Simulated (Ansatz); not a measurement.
Where the default PAW files enter, the runs use the earlier of Ansatz's two default sets.

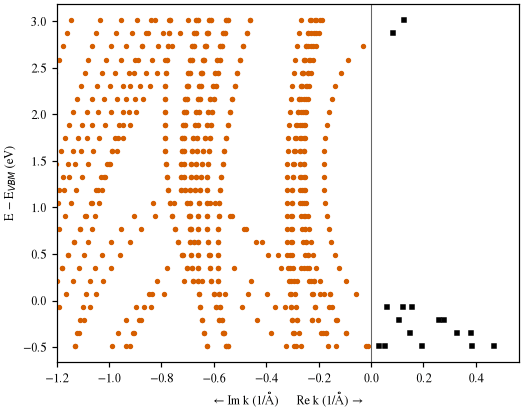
Figure: Complex bands at the centre of the two-dimensional zone; r2SCAN (Ansatz, a first-principles code)

The gap is the functional's own, uncorrected, and κ follows it; spin-orbit coupling is left out. Mid-gap values are interpolated between the computed energies.

**Question.** This is ZnS (P6_3mc, 8 atoms a cell, 19.6 Å³ an atom) along the normal of (110). Read off the slowest decay at the centre of the two-dimensional zone at 1.33 eV, the computed energy nearest the middle of the gap.

**Answer.** κ ≈ 0.18 1/Å, a decay length 1/(2κ) of the density of 2.8 Å.
